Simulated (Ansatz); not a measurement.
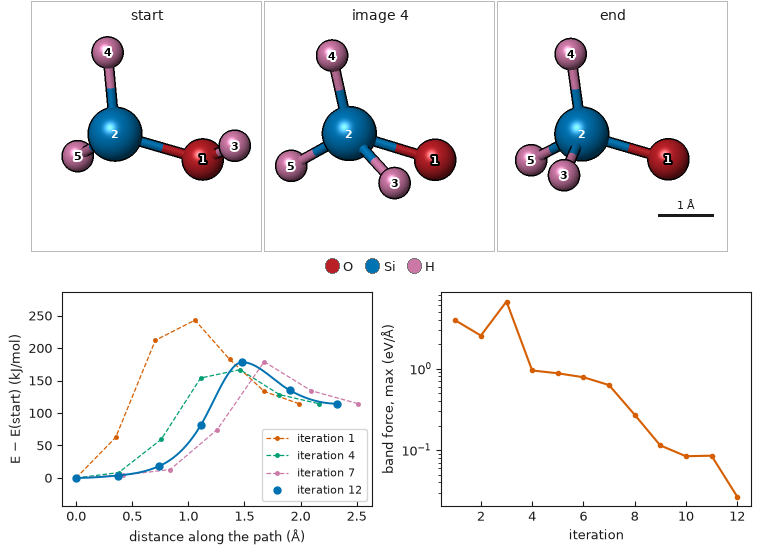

A search for the minimum-energy path of SiH3O (multiplicity 2) by the nudged elastic band. Images are numbered from 0 (start) to 6 (end). The plot follows the band through its iterations. Style: ball-and-stick. Shown at a tilt.

Theory: Ansatz, UKS PBE-D4/def2-SVP. Set-up: 5 movable images; climbing image; force threshold 0.03 eV/Å; iteration limit 60; starting path through a guess of the saddle point.

> How did the profile develop, and is the result final?

The result is final at these settings. The band converged in 12 iterations. The largest component of the band force went from 3.9 to 0.027 eV/Å. The climbing image converged on the top of the path. Its vibrational analysis gives one imaginary mode (1410i cm⁻¹), as a transition state must have. The first iteration put the highest image at 243.1 kJ/mol. The highest point, image 4, lies 178.3 kJ/mol above the start and 63.9 kJ/mol above the end; the end is at +114.4 kJ/mol relative to the start.
